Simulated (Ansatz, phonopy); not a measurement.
# How SiC (Moissanite 3C, F-43m) expands on warming, part 3 of 3

Wanted: α(T), C_P(T) and B(T) of SiC (Moissanite 3C) in the quasi-harmonic approximation.

Ansatz 0.2.0; DFT RPBE, scalar-relativistic, plane waves, PAW.

So far. Step 2 (Probe on a coarse mesh): The start is under 6.5 GPa at this level and looks like an insulator or semiconductor on this mesh. Step 4 (Tight relaxation): The residual pressure is -0.0019 GPa, small enough for phonons. The relaxed cell has a = 4.402 Å (conventional setting).

### Step 5. The quasi-harmonic study (continued)

The expansion coefficient by temperature; values in 1e-6/K:

```
temperature (K)  volume  principal 1
              0       0            0
            150    2.18         0.73
            298    8.23         2.74
            350    9.93         3.31
            500    13.2          4.4
            650    15.0         5.01
            800    16.1         5.38
            900    16.7         5.56
           1050    17.3         5.77
           1200    17.8         5.93
```

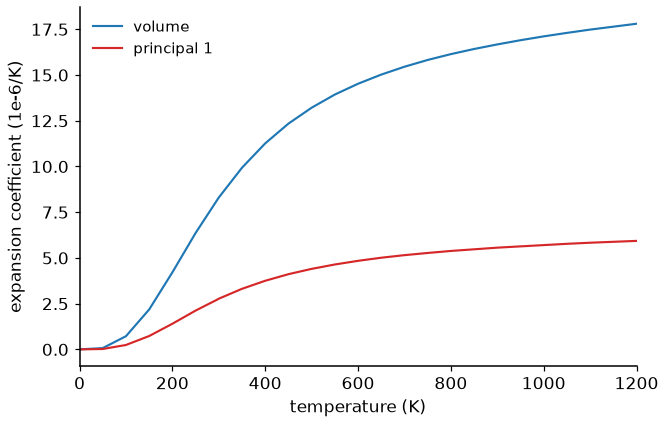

Expansion coefficient against temperature.

At 298 K the volume expansion is 8.23 × 10⁻⁶/K and B_T is 200 GPa. The program raised the cutoff to 487.2 eV by itself: with no cutoff typed, the study takes about 1.16 times the default for its relaxations and scales it with the volume for the phonons.

### Step 6. Free-energy fit

This step: DFT RPBE, scalar-relativistic, plane waves, PAW (phonopy 4.10.0).

Numbers from this step:

```yaml
volume_expansion_coefficient_at_300_k: 8.24 1e-6/K
isothermal_bulk_modulus_at_300_k: 200.1 GPa
c_p_at_300_k: 14.04 J/mol-atom/K
grueneisen_parameter_at_300_k: 0.76
```

Table of energy (each curve on its own zero) by volume; values in meV/atom:

```
volume (Å³/atom)  static  F at 0 K  F at 300 K  F at 1200 K
          10.663       0      1.71         1.9          4.6
          10.773    0.75      1.31        1.37         2.28
          10.823    1.55       1.6         1.6         1.69
          10.885    2.92      2.33        2.27         1.35
          10.998    6.49      4.76        4.56         1.79
```

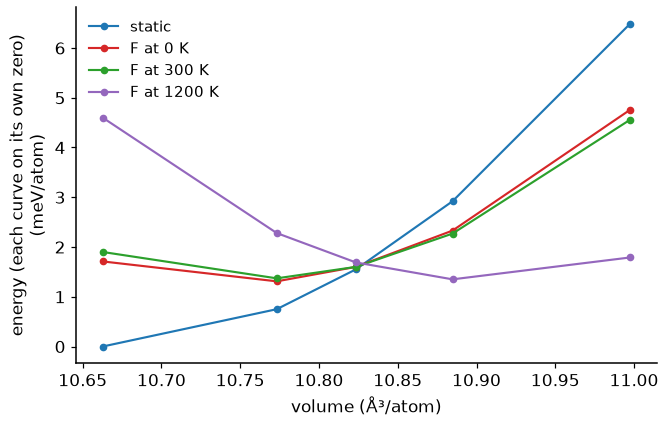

Energy (each curve on its own zero) against volume.

Phonopy-qha, vinet fit of F(V) at each temperature. Qha vinet, by row:

```
T (K)  fitted volume (Å³/atom)  alpha_V (1e-6/K)  B_T (GPa)  C_P (J/mol-atom/K)  Grueneisen
  100                    10.75              0.85      201.4               2.304      0.4711
  150                    10.75              2.27      201.2               5.411      0.5398
  200                    10.75              4.23        201               8.639      0.6323
  250                    10.75              6.32      200.6               11.57      0.7069
  300                    10.76              8.24      200.1               14.04      0.7603
  350                    10.76              9.87      199.6               16.04      0.7976
  400                    10.77             11.21        199               17.61      0.8239
  450                    10.78              12.3      198.3               18.86      0.8429
  500                    10.78             13.18      197.7               19.86      0.8571
  550                    10.79             13.91        197               20.65      0.8679
  600                     10.8             14.51      196.3                21.3      0.8764
  650                    10.81             15.01      195.6               21.83      0.8832
  700                    10.81             15.44      194.9               22.27      0.8888
  750                    10.82             15.81      194.2               22.64      0.8935
  800                    10.83             16.13      193.5               22.95      0.8975
  850                    10.84             16.42      192.8               23.22       0.901
  900                    10.85             16.67        192               23.45       0.904
  950                    10.86              16.9      191.3               23.66      0.9068
 1000                    10.87             17.11      190.6               23.84      0.9093
 1050                    10.88              17.3      189.8                  24      0.9115
 1100                    10.89             17.48      189.1               24.14      0.9136
```

The volume expansion coefficient by temperature; values in 1e-6/K:

```
temperature (K)  phonopy-qha, Vinet  Ansatz's own study
            100                0.85                0.72
            150                2.27                2.18
            200                4.23                4.21
            250                6.32                6.36
            300                8.24                 8.3
            350                9.87                9.93
            400                11.2                11.3
            450                12.3                12.3
            500                13.2                13.2
            550                13.9                13.9
            600                14.5                14.5
            650                15.0                15.0
            700                15.4                15.4
            750                15.8                15.8
            800                16.1                16.1
            850                16.4                16.4
            900                16.7                16.7
            950                16.9                16.9
           1000                17.1                17.1
           1050                17.3                17.3
           1100                17.5                17.5
```

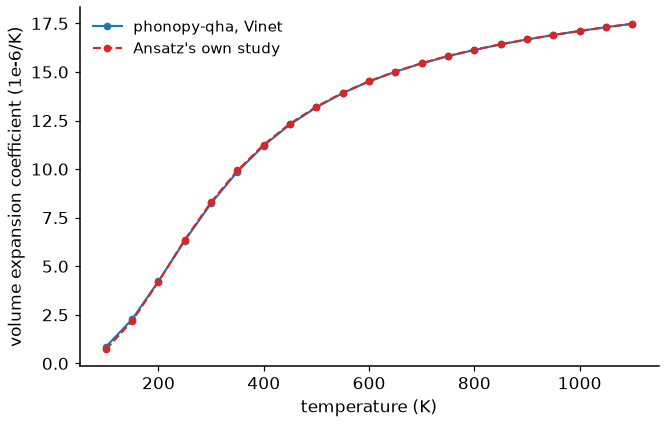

Volume expansion coefficient, plotted against temperature.

The fit gives a volume expansion of 8.24 × 10⁻⁶/K at 300 K, against 8.23 at 298 K from the study itself, whose static fit uses more cells.

### Step 7. What came out

| Property | Result |
| --- | --- |
| settings of these figures | RPBE, 487.2 eV, k 12×12×12, q 4×4×4 |
| volume expansion coefficient at 298 K | 8.231 1e-6/K |
| C_P at 298 K | 14 J/mol-atom/K |
| entropy at 298 K | 8.880 J/mol-atom/K |
| isothermal bulk modulus at 298 K | 200.1 GPa |
| Grüneisen parameter at 298 K | 0.7635 |
| volume at 298 K | 10.76 Å³/atom |
| principal linear expansion coefficients at 298 K | 2.744, 2.744, 2.744 1e-6/K |

Near room temperature SiC (Moissanite 3C) expands by 8.23 × 10⁻⁶/K in volume by RPBE, with C_P = 14 J/(mol K) per mole of atoms and B_T = 200 GPa. C_P at room temperature is 56 % of the classical 3R an atom, so the stiffest modes are still partly frozen out. The interpolation has no quadrupole term, so branches near the zone centre are less sure, since this crystal has sites that are not centres of inversion. The PAW files were made for PBE and are used here under another functional, for which the program regenerates the frozen cores.

[Logs are printed without paths, hosts, clocks, repeated set-up lines and the standing remarks that a program may print on its own settings, such as how far it seeks lower states.]

[Hosts, paths, dates, database ids (printed as entryN), source tags and the programs' standing remarks are cut or masked in the printed files.]

[A step with changed settings may run another functional than the one named; its input shows which.]
